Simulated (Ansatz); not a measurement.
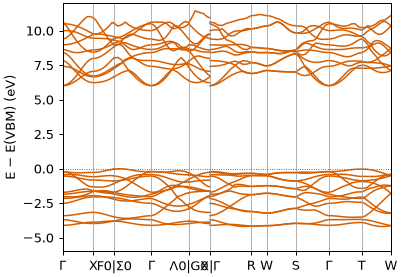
Fig. 1. Band structure from r²SCAN+D4 in the plane-wave PAW code Ansatz

Problem. Read off the gap and where the band edges lie.

Solution. About 6.0 eV (6.01 eV by a search for the band edges); maximum on the Σ0–Γ line, 16 % of the way from Σ0, minimum at Γ.

The material is BeBr2 in space group Ibam (No. 72; Be on 4a, Br on 8j).

The first step of the workflow began from a Materials Project structure, measured or hypothetical; the Crystallography Open Database files this formula in space group No. 72, but the cells were not matched. Its standing as an ambient phase is unchecked. The cell was relaxed with r²SCAN+D4 under the symmetry of its start; its stability against distortions is not shown here. Spin–orbit coupling is left out wherever it is not named.

Potentials: the later of the program's two PAW sets.
